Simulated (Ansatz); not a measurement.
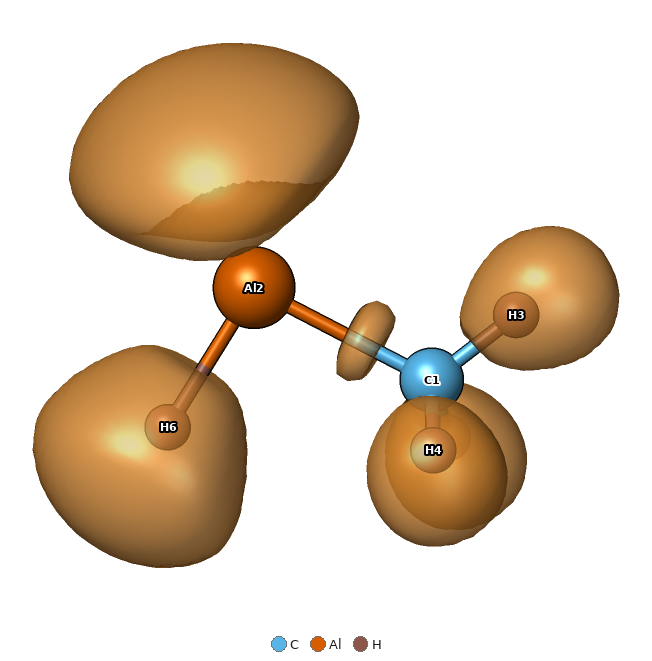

Figure. CH4Al (charge −1). Isosurface of the ELF at 0.9 (orange), seen across its widest extent. Core shells and regions of very low density are left out.

Geometry: PBE0-D3(BJ)/def2-SVPD; the highest occupied orbital lies above zero, a sign that basis and functional describe the outermost electron poorly.

Method: Ansatz 0.2.0, isolated molecule in a Gaussian basis; Kohn-Sham density functional theory, functional PBE0.

Input file:

```
crystal:
  periodic: [false, false, false]
  atoms:
    - symbol: C
      position_ang: [0.430550, -0.575035, 0.086276]
    - symbol: Al
      position_ang: [0.508512, 1.478643, 0.272203]
    - symbol: H
      position_ang: [1.297613, -1.033179, -0.420858]
    - symbol: H
      position_ang: [0.340799, -1.045742, 1.086518]
    - symbol: H
      position_ang: [-0.480071, -0.874162, -0.471727]
    - symbol: H
      position_ang: [-0.987802, 1.599706, 1.071789]
basis:
  gaussian:
    orbitals: def2-TZVPD
total_charge: -1
hamiltonian:
  xc: {name: PBE0}
output: {forces: true, orbitals: {seedname: orbitals}}
```

Command:

```sh
ansatz run input.yaml --threads 1 --pin off --max-ram 2610MiB --events-out events.jsonl --progress --plain --runs-dir runs
```

> Where are the electrons localised?

The ELF exceeds this value in one region between bonded Al–C atoms (shared pairs), four regions around hydrogen nuclei and one lobe on Al, pointing away from the bonds (lone pairs). Along the contacts the grid gives the following. C–Al (2.06 Å): the ELF peaks at about 0.95 in the valence shell of C, 0.8 Å from its nucleus, and is about 0.85 at the midpoint. C–H (1.10 Å): the ELF climbs to about 1 towards the hydrogen, as it does in any bond to H (a covalent bond by its length).
